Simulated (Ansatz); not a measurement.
Bond-angle distributions (per cent of the angles at each element, bins of 10°) of a relaxed model of amorphous W$_{24}$Si$_{24}$ at 11.56 g/cm³. Computed with PBE, scalar-relativistic without spin-orbit coupling (plane waves to 420 eV, PAW; Ansatz, an electronic-structure program).

The cell was made by melting and quenching with the CHGNet potential and then relaxed with DFT. The hot cell started wider than the set density and was brought back towards it in steps. It is the lowest in DFT energy of 2 quenches. It is a model cell: composition and starting density were chosen by hand, and all elements were melted together. No dispersion term was used. Its density started from a set value of 11.46 and ended at 11.56 g/cm³. The quench (nominally 200 K/ps over its main leg) was far faster than any real one, so the model tends to hold more defects than a real film. Values belong to this one cell and scatter from quench to quench. The volume was free in the relaxation, at fixed shape. Stress components on the final sampling reach 2.3 GPa. On a 2×2×2 Γ-centred mesh force components of up to 0.49 eV/Å stay, since the relaxation ran on one k-point at (1/4, 1/4, 1/4).

Cut-offs for bonds: W-W 3.54 Å, W-Si 3.18 Å, Si-Si 2.66 Å.

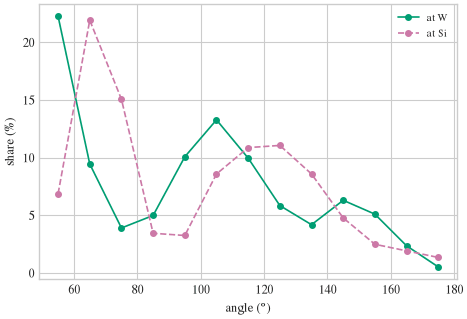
Fig. 1. Bond-angle distributions

They go with these counts of neighbours within the cut-offs, cation contacts included: W mean 12.5, most often 12; Si mean 7.0, most often 7.
